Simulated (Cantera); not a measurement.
Input: 1 mol FeS₂, 180 mol H₂, 6.1 mol H₂O, at 0.890 bar.

Method: chemical equilibrium by Gibbs-energy minimisation in Cantera with the NASA 1993 tables (ideal gas, pure condensed phases). Candidate condensed phases: Fe, FeO, Fe(OH)₂, Fe(OH)₃, FeS, FeSO₄, FeS₂, Fe₂O₃, Fe₂(SO₄)₃, Fe₃O₄, H₂O, H₂SO₄, S; 22 gas species. Rates play no part.

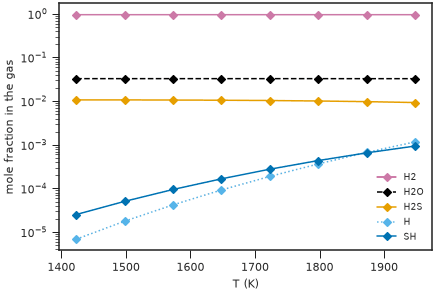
Fig. 1. Equilibrium gas composition (values under 1e-9 drawn at 1e-9)

Question: Read off the mole fractions at 1948 K.

Answer: H₂ about 0.96, H₂O about 0.033, H₂S about 0.0093, H about 0.0012, SH about 0.00094.
